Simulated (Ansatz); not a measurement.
## SnO2: response to strain

The reference is SnO₂ in the rutile structure (space group P4_2/mnm, No. 136; a = 4.828 Å, c = 3.238 Å). Axes: x, y, z lie along a, b, c of the conventional cell.

Strains are applied to the cell and any free atomic positions relax.

All numbers come from PBE in Ansatz (plane waves to 420 eV, PAW, spin-orbit coupling left out).

Notes on the quantities. energy relative to the base: free energy F.

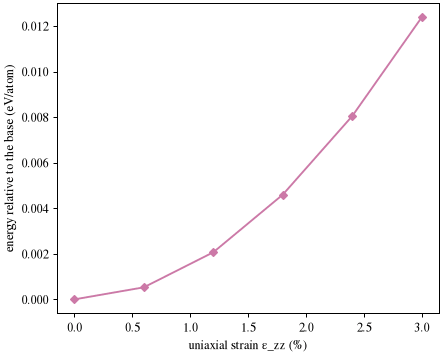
Fig. 1. Energy relative to the base against uniaxial strain ε_zz

### Question
From the plot, what is the energy relative to the base for uniaxial strain ε_zz = +3.00 %?

### Answer
About 0.012 eV/atom.

### Question
Is the trend monotonic over the range shown?

### Answer
Yes, it rises throughout, spanning 0 meV/atom to +12 meV/atom.

Whether these cells are dynamically stable was not tested.

Ansatz is a first-principles code.
